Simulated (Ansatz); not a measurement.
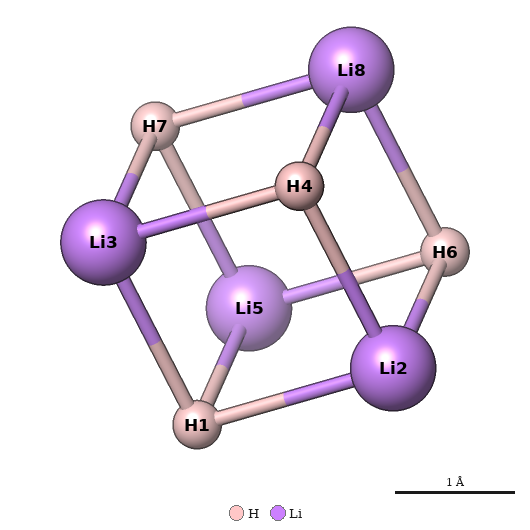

Source: calculation with Ansatz.

Orthographic view. Distant atoms are faded towards the background colour. Geometry: a fixed input geometry, not necessarily a minimum.

Write a Z-matrix (Å, degrees) in the order of the atom numbers, with these reference atoms: 2 to 1; 3 to 1, 2; 4 to 2, 1, 3; 5 to 1, 3, 4; 6 to 2, 4, 3; 7 to 3, 1, 5; 8 to 4, 2, 6.

```
H  
Li   1   1.881
Li   1   1.881   2    90.0
H    2   1.881   1    90.0   3     0.0
Li   1   1.881   3    90.0   4   -90.0
H    2   1.881   4    90.0   3    90.0
H    3   1.881   1    90.0   5     0.0
Li   4   1.881   2    90.0   6     0.0
```
